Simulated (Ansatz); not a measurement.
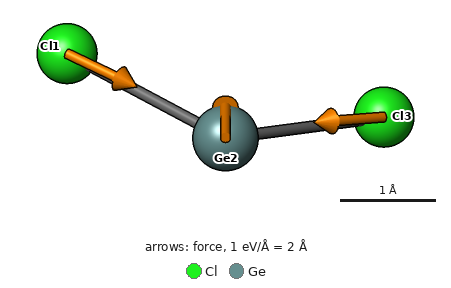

Starting geometry of GeCl₂ with the computed forces as orange arrows. The picture is a ball-and-stick view, seen from a free direction.

The start comes from PBE-D4/def2-SVP.

Theory: Ansatz, RKS PBE0-D4/def2-TZVP. (force threshold 0.005 eV/Å; at most 150 steps)

What follows when this structure is relaxed?

It isn't relaxed: the largest force vector, on Ge2, is 0.53 eV/Å. The final displacements follow the starting forces only in part (cosine between the two patterns 0.73). The largest moves after the best rigid fit, 0.035 Å, are those of Cl1 and Cl3. Largest moves by element: Cl 0.035 Å, Ge 0.005 Å. Among the contacts that change: Cl1–Ge2 2.214 → 2.182 Å. After 2 accepted moves (3 points after the start) the energy has fallen by 1.53 kJ/mol. Largest force component: 0.47 eV/Å at the start, under 0.0001 eV/Å at the end. The line search rejected the trial step at point 2 of the run.
